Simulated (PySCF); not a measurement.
Vertical excitations of a molecule C9H8SSe from PySCF with TDA-PBE/def2-SVP, as energy in eV (oscillator strength): 4.00 (0.597), 4.29 (0.005), 4.31 (0.000), 4.40 (0.042), 4.56 (0.008), 4.87 (0.000). Lowest triplet (TDA): 2.41 eV. Coordinates come from a PBE-D3(BJ)/def2-SVP optimisation. Other conformers were not sampled.

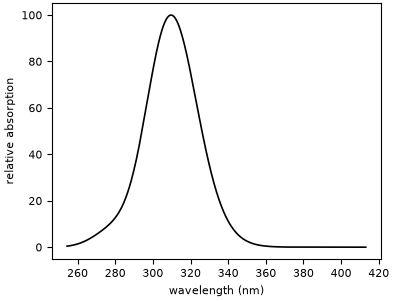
*The lines broadened by 0.4 eV.*

Task: Identify the compound among the candidates.
(A) Cc1ccsc1-c1ccc[se]1
(B) C[Se]c1cccc2ccsc12
(C) C[Se]c1cc2ccccc2s1
(D) C[Se]c1ccc2sccc2c1

Result: A, Cc1ccsc1-c1ccc[se]1
